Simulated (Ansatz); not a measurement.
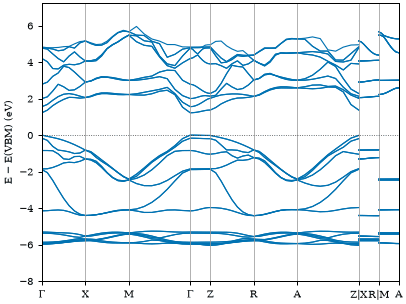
Figure: Band structure from DFT-r²SCAN with spin–orbit coupling in the program Ansatz with PAW potentials

Read off the gap and where the band edges lie.

About 1.2 eV (1.22 eV by a search for the band edges); maximum at Γ, minimum at Γ.

The material is BaCdAsF in space group P4/nmm (No. 129; Ba on 2c, Cd on 2b, As on 2c, F on 2a).

The workflow started from a Materials Project entry (that database holds measured and hypothetical structures alike); the Crystallography Open Database copy checked does not list it. Its standing as an ambient phase is unchecked. The r²SCAN relaxation kept the symmetry of its start; whether a distortion lowers the energy is not shown.

Potentials: the later of the program's two PAW sets.
